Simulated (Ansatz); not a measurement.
Geometry relaxation of BSi4NH10 (part 2 of 2)

BSi4NH10, SMILES N[SiH2][SiH]1B[SiH2][SiH2]1; RHF/6-31G* (Ansatz 0.2.0). It belongs to a series of runs on one base structure; here: end point A relaxed.

Geometry of the input (Å):
```
N  -2.1370  -2.1918  -0.4234
Si -0.4707  -1.8121  -0.8003
Si 0.3089  -0.3647  0.6845
B  2.1960  0.2968  0.1450
Si 1.3873  2.0984  -0.0946
Si -0.6611  1.5922  0.5176
H  -2.1953  -2.4956  0.5517
H  -2.6434  -1.2110  -0.4529
H  -0.3538  -1.2033  -2.0999
H  0.3072  -3.0578  -0.7191
H  0.3191  -0.8892  2.0930
H  3.2017  -0.2024  0.0151
H  1.4036  2.5661  -1.4957
H  1.9775  3.0666  0.8776
H  -1.6206  1.6067  -0.5911
H  -1.0423  2.1785  1.8367
```

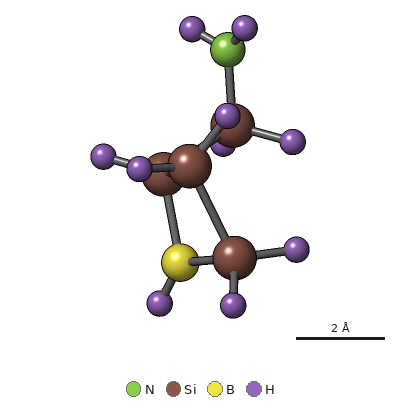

*The geometry at step 14 of the log (ball-and-stick view, seen at an oblique angle).*

### Trajectory as extended XYZ, continued
```
16
Properties=species:S:1:pos:R:3:forces:R:3 step=6 energy=-33757.92802
N    -2.2154   -2.3051   -0.4658   -0.3089   0.1149   0.1279
Si   -0.5514   -1.9354   -0.7436    0.2223   0.0399  -0.0210
Si    0.4135   -0.4330    0.8236   -0.0471   0.0009  -0.0115
B     2.1923    0.3999    0.1939    0.0316   0.0004   0.0129
Si    1.5457    2.3303   -0.1767   -0.0239   0.0131   0.0104
Si   -0.6053    1.7147    0.6244    0.0308  -0.0242  -0.0044
H    -2.4700   -2.8216    0.3537    0.0031   0.0416  -0.1174
H    -2.9062   -1.6041   -0.6634    0.1338  -0.1837   0.0311
H    -0.4490   -1.3153   -2.0811   -0.0115  -0.0148  -0.0171
H     0.2106   -3.2011   -0.7295   -0.0013  -0.0007  -0.0075
H     0.4341   -1.0651    2.1673   -0.0142  -0.0015   0.0056
H     3.2811   -0.0711    0.1215   -0.0238   0.0032  -0.0078
H     1.6444    2.8194   -1.5718    0.0040  -0.0111   0.0045
H     2.2269    3.3063    0.7097    0.0111   0.0050  -0.0188
H    -1.7076    1.7521   -0.3657   -0.0180   0.0190   0.0024
H    -1.0665    2.4066    1.8479    0.0120  -0.0019   0.0106
16
Properties=species:S:1:pos:R:3:forces:R:3 step=7 energy=-33757.93567
N    -2.2015   -2.3308   -0.5026   -0.0410   0.0793  -0.0742
Si   -0.5292   -1.9511   -0.7409   -0.0126   0.0100   0.0098
Si    0.3775   -0.4123    0.8242    0.0241  -0.0373  -0.0179
B     2.1679    0.4037    0.2006    0.0044  -0.0244  -0.0008
Si    1.5398    2.3381   -0.1858    0.0038  -0.0002   0.0626
Si   -0.5914    1.7570    0.6892   -0.0876   0.0262  -0.0848
H    -2.5013   -2.7933    0.3279   -0.0006  -0.0709   0.0787
H    -2.9040   -1.6945   -0.8189    0.0410  -0.0140  -0.0178
H    -0.3988   -1.3912   -2.1031   -0.0053   0.0097   0.0161
H     0.2529   -3.2023   -0.6556    0.0007   0.0067  -0.0020
H     0.3843   -1.0615    2.1608    0.0027   0.0098   0.0039
H     3.2453   -0.0889    0.1171    0.0136   0.0175   0.0080
H     1.5822    2.7621   -1.6051   -0.0075  -0.0126   0.0007
H     2.2659    3.3457    0.6247    0.0172   0.0122  -0.0227
H    -1.7376    1.8797   -0.2450    0.0112  -0.0153   0.0225
H    -0.9748    2.4169    1.9568    0.0359   0.0033   0.0180
16
Properties=species:S:1:pos:R:3:forces:R:3 step=9 energy=-33757.93891
N    -2.2016   -2.3424   -0.5216   -0.1499   0.0563  -0.0112
Si   -0.5309   -1.9508   -0.7343    0.0131   0.0183  -0.0158
Si    0.3694   -0.4072    0.8266   -0.0213  -0.0420  -0.0057
B     2.1661    0.4025    0.2111   -0.0007   0.0277   0.0503
Si    1.5401    2.3354   -0.1842    0.0222   0.0434  -0.0126
Si   -0.5906    1.7686    0.7022   -0.0305   0.0327  -0.0148
H    -2.5177   -2.8295    0.2910    0.0296   0.0054  -0.0168
H    -2.9115   -1.7256   -0.8643    0.1120  -0.0710   0.0357
H    -0.3926   -1.3750   -2.0891   -0.0009  -0.0076   0.0014
H     0.2609   -3.1970   -0.6502   -0.0101   0.0156  -0.0063
H     0.3750   -1.0368    2.1728    0.0102  -0.0037  -0.0026
H     3.2459   -0.0855    0.1388    0.0139  -0.0060   0.0046
H     1.5650    2.7067   -1.6203   -0.0150  -0.0098   0.0177
H     2.2768    3.3777    0.5749   -0.0116  -0.0344  -0.0329
H    -1.7574    1.9187   -0.2030    0.0353  -0.0079   0.0437
H    -0.9197    2.4176    1.9936    0.0037  -0.0169  -0.0347
16
Properties=species:S:1:pos:R:3:forces:R:3 step=11 energy=-33757.94866
N    -2.1873   -2.3294   -0.5473    0.1522  -0.1233   0.0622
Si   -0.5300   -1.8977   -0.8018   -0.0654  -0.0536   0.0193
Si    0.3525   -0.4295    0.8402    0.1977   0.1411  -0.0863
B     2.1942    0.4175    0.3565   -0.0840   0.0276   0.0707
Si    1.5309    2.3031   -0.2258    0.1593   0.0362  -0.1650
Si   -0.5690    1.7710    0.7476   -0.0007  -0.0308   0.0445
H    -2.4575   -2.8688    0.2504   -0.0106   0.0809  -0.0922
H    -2.9178   -1.7225   -0.8456   -0.1117   0.0655   0.0045
H    -0.4443   -1.2662   -2.1373    0.0190  -0.0053   0.0527
H     0.2722   -3.1409   -0.7870    0.0161   0.0504  -0.0233
H     0.2827   -1.1194    2.1573    0.0086   0.0270  -0.0434
H     3.3017   -0.0150    0.4706   -0.1715   0.0598  -0.0127
H     1.4614    2.4114   -1.7199    0.0005  -0.0268   0.2981
H     2.2721    3.4939    0.2941   -0.1401  -0.2396  -0.1090
H    -1.7848    1.9665   -0.0765    0.0197   0.0031   0.0103
H    -0.7997    2.4033    2.0686    0.0109  -0.0121  -0.0304
16
Properties=species:S:1:pos:R:3:forces:R:3 step=12 energy=-33757.96739
N    -2.1745   -2.3204   -0.5782   -0.0038  -0.0112  -0.0023
Si   -0.5194   -1.8739   -0.8139    0.0049   0.0109  -0.0373
Si    0.3541   -0.4332    0.8528    0.0353   0.1211  -0.0059
B     2.1854    0.4212    0.4089   -0.3062   0.1080  -0.0466
Si    1.5202    2.2645   -0.2612   -0.0567  -0.0628   0.0564
Si   -0.5604    1.7700    0.7757    0.0501  -0.0422  -0.0035
H    -2.4469   -2.8740    0.2068    0.0090  -0.0011  -0.0054
H    -2.9069   -1.6967   -0.8452    0.0178   0.0053  -0.0018
H    -0.4279   -1.2030   -2.1279   -0.0076   0.0017   0.0127
H     0.3013   -3.1034   -0.8408   -0.0128   0.0068   0.0058
H     0.2642   -1.1305    2.1615    0.0138  -0.0148   0.0047
H     3.2761    0.0197    0.6001    0.2405  -0.0762   0.0496
H     1.3876    2.2719   -1.7388    0.0157  -0.0227  -0.0077
H     2.2565    3.4827    0.1500    0.0037  -0.0325  -0.0229
H    -1.7984    1.9797   -0.0090   -0.0010   0.0105   0.0086
H    -0.7340    2.4028    2.1034   -0.0028  -0.0008  -0.0045
16
Properties=species:S:1:pos:R:3:forces:R:3 step=14 energy=-33757.98093
N    -2.1337   -2.2605   -0.6428   -0.1001   0.0992  -0.0530
Si   -0.4792   -1.7860   -0.8421   -0.0978  -0.0141   0.0092
Si    0.3466   -0.4459    0.9345    0.1024   0.0407   0.0326
B     2.1657    0.4204    0.5170    0.0240   0.0018  -0.0487
Si    1.4648    2.1647   -0.3429    0.0573   0.0153  -0.0107
Si   -0.5529    1.7558    0.8450   -0.0816  -0.0226  -0.0853
H    -2.3976   -2.8746    0.0991    0.0206  -0.0142  -0.0040
H    -2.8657   -1.6041   -0.8323    0.1088  -0.0837   0.0150
H    -0.3839   -1.0282   -2.1084    0.0054  -0.0133   0.0424
H     0.3388   -3.0138   -0.9429    0.0112   0.0393   0.0152
H     0.2221   -1.2018    2.2079   -0.0069  -0.0056  -0.0270
H     3.2662    0.0823    0.8157   -0.0440   0.0450   0.0025
H     1.2615    1.9529   -1.8051   -0.0031   0.0240   0.1590
H     2.2049    3.4387   -0.1453   -0.0693  -0.1236  -0.0330
H    -1.8410    1.9319    0.1318    0.0412   0.0383   0.0387
H    -0.6395    2.4456    2.1550    0.0318  -0.0266  -0.0529
16
Properties=species:S:1:pos:R:3:forces:R:3 step=16 energy=-33757.98478
N    -2.1449   -2.2729   -0.6537   -0.0349   0.0769   0.0214
Si   -0.4920   -1.7863   -0.8302    0.0349   0.0092  -0.0580
Si    0.3590   -0.4474    0.9348   -0.0646  -0.0227   0.0254
B     2.1721    0.4296    0.5236    0.0120  -0.0036  -0.0777
Si    1.4650    2.1625   -0.3429    0.0153   0.0014  -0.0073
Si   -0.5535    1.7483    0.8351    0.0037   0.0670   0.0014
H    -2.4120   -2.8989    0.0773    0.0188  -0.0069  -0.0110
H    -2.8771   -1.6172   -0.8394    0.0638  -0.0469   0.0033
H    -0.3899   -1.0139   -2.0862   -0.0144  -0.0218   0.0032
H     0.3397   -3.0039   -0.9354   -0.0189   0.0040   0.0030
H     0.2302   -1.2082    2.2039    0.0028   0.0219   0.0111
H     3.2725    0.1077    0.8324   -0.0097   0.0092   0.0246
H     1.2588    1.9447   -1.7988    0.0057  -0.0055   0.0585
H     2.2025    3.4345   -0.1572   -0.0350  -0.0432  -0.0082
H    -1.8414    1.9622    0.1349    0.0196  -0.0270   0.0242
H    -0.6118    2.4366    2.1458    0.0008  -0.0118  -0.0141
16
Properties=species:S:1:pos:R:3:forces:R:3 step=17 energy=-33757.98733
N    -2.1330   -2.2742   -0.6658   -0.0264   0.0018   0.0039
Si   -0.4866   -1.7749   -0.8388    0.0329   0.0067  -0.0060
Si    0.3422   -0.4387    0.9385   -0.0019  -0.0337  -0.0028
B     2.1607    0.4263    0.5240    0.0033  -0.0204   0.0543
Si    1.4603    2.1489   -0.3509    0.0228   0.0413  -0.0233
Si   -0.5445    1.7650    0.8506   -0.0367   0.0137   0.0103
H    -2.3923   -2.9178    0.0521   -0.0083  -0.0038  -0.0011
H    -2.8713   -1.6271   -0.8478   -0.0066  -0.0070   0.0047
H    -0.3867   -1.0064   -2.0958    0.0055   0.0014  -0.0055
H     0.3509   -2.9887   -0.9359    0.0020   0.0033  -0.0035
H     0.2072   -1.1968    2.2084    0.0087   0.0018  -0.0008
H     3.2545    0.1122    0.8602    0.0176  -0.0050  -0.0027
H     1.2330    1.8979   -1.7947   -0.0137   0.0073  -0.0165
H     2.2016    3.4209   -0.2006   -0.0053  -0.0134  -0.0091
H    -1.8430    1.9840    0.1760    0.0003   0.0049  -0.0016
H    -0.5759    2.4467    2.1646    0.0058   0.0011  -0.0002
16
Properties=species:S:1:pos:R:3:forces:R:3 step=19 energy=-33757.98813
N    -2.1283   -2.2690   -0.6762   -0.0202  -0.0059   0.0121
Si   -0.4824   -1.7648   -0.8442    0.0226   0.0086  -0.0016
Si    0.3398   -0.4412    0.9468    0.0000  -0.0244   0.0038
B     2.1579    0.4283    0.5453    0.0258  -0.0138   0.0129
Si    1.4540    2.1341   -0.3634    0.0184   0.0353  -0.0266
Si   -0.5427    1.7655    0.8592   -0.0109   0.0197   0.0098
H    -2.3853   -2.9270    0.0299   -0.0020   0.0127  -0.0159
H    -2.8677   -1.6192   -0.8443   -0.0027  -0.0132   0.0070
H    -0.3818   -0.9842   -2.0938    0.0027  -0.0006  -0.0003
H     0.3572   -2.9761   -0.9526   -0.0004   0.0023   0.0007
H     0.2006   -1.2046    2.2130   -0.0017   0.0026  -0.0027
H     3.2506    0.1282    0.9030   -0.0247   0.0100  -0.0096
H     1.2077    1.8525   -1.8001    0.0027   0.0044   0.0210
H     2.1952    3.4109   -0.2513   -0.0168  -0.0283  -0.0034
H    -1.8476    1.9946    0.2000    0.0071  -0.0044   0.0035
H    -0.5501    2.4496    2.1729    0.0000  -0.0049  -0.0108
16
Properties=species:S:1:pos:R:3:forces:R:3 step=20 energy=-33757.98817
N    -2.1274   -2.2664   -0.6760   -0.0140   0.0080  -0.0009
Si   -0.4810   -1.7627   -0.8441    0.0075  -0.0009  -0.0045
Si    0.3409   -0.4420    0.9489   -0.0045  -0.0106  -0.0021
B     2.1590    0.4280    0.5465   -0.0152  -0.0058   0.0040
Si    1.4544    2.1328   -0.3639    0.0049   0.0314  -0.0270
Si   -0.5422    1.7652    0.8597   -0.0089   0.0114   0.0092
H    -2.3840   -2.9275    0.0269   -0.0025   0.0003  -0.0030
H    -2.8673   -1.6164   -0.8408    0.0018  -0.0110   0.0052
H    -0.3798   -0.9821   -2.0938    0.0035   0.0005   0.0031
H     0.3566   -2.9754   -0.9535    0.0016   0.0042   0.0016
H     0.1980   -1.2073    2.2134    0.0047   0.0047  -0.0028
H     3.2500    0.1278    0.9037    0.0169   0.0018   0.0030
H     1.2054    1.8492   -1.7999    0.0062   0.0034   0.0221
H     2.1933    3.4111   -0.2553   -0.0114  -0.0294  -0.0010
H    -1.8474    1.9921    0.2001    0.0075  -0.0035   0.0019
H    -0.5513    2.4508    2.1725    0.0021  -0.0045  -0.0085
16
Properties=species:S:1:pos:R:3:forces:R:3 step=22 energy=-33757.98830
N    -2.1281   -2.2678   -0.6792    0.0062  -0.0005   0.0015
Si   -0.4821   -1.7607   -0.8445   -0.0003   0.0013  -0.0002
Si    0.3393   -0.4423    0.9503    0.0010  -0.0004   0.0023
B     2.1572    0.4284    0.5493   -0.0074   0.0015   0.0000
Si    1.4534    2.1304   -0.3673    0.0012  -0.0003  -0.0037
Si   -0.5407    1.7668    0.8616    0.0006   0.0017   0.0001
H    -2.3833   -2.9369    0.0165    0.0000   0.0027  -0.0041
H    -2.8694   -1.6181   -0.8376   -0.0057  -0.0021   0.0026
H    -0.3797   -0.9757   -2.0911    0.0006  -0.0005  -0.0009
H     0.3578   -2.9713   -0.9564   -0.0013  -0.0003   0.0010
H     0.1983   -1.2061    2.2157   -0.0007  -0.0004  -0.0002
H     3.2480    0.1343    0.9131    0.0065  -0.0023   0.0016
H     1.2029    1.8413   -1.8007   -0.0008   0.0008  -0.0007
H     2.1940    3.4062   -0.2642    0.0013   0.0014   0.0011
H    -1.8469    1.9951    0.2055   -0.0004  -0.0010   0.0004
H    -0.5435    2.4537    2.1733   -0.0008  -0.0017  -0.0009
```

### Summary

```csv
quantity,value
outcome,converged
total energy,−33757.9883 eV
mean-field energy,−33757.9883 eV
largest force (length of the vector) at the end,0.008 eV/Å
hardware,"2 threads of Arm Neoverse V1, 24 GiB of memory available, shared host"
wall time,80 s (CPU time 2.6 min)
peak memory,0.33 GiB
```
